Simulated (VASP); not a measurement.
Band structure of TiC (relaxed from the CrB structure, space group Cmcm). Level of theory: r2SCAN meta-GGA, VASP's PBE PAW potentials (set 64) (plane waves; VASP 6.6.1).

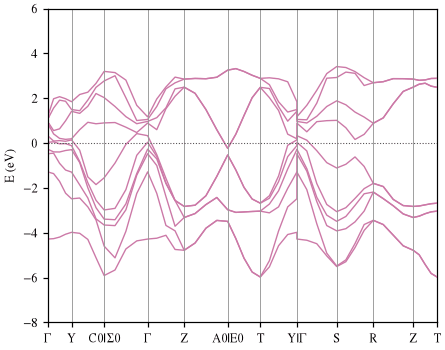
Figure. Bands along high-symmetry lines, zero at the valence-band maximum or, without a gap, the Fermi level

Task: Read the plot: is there a gap, and where are the band edges?

Result: It has no gap at this level: it comes out as a metal or semimetal.

The structure was generated: TiC was put into the CrB type (Cmcm), which need not be its known phase. It was relaxed first.
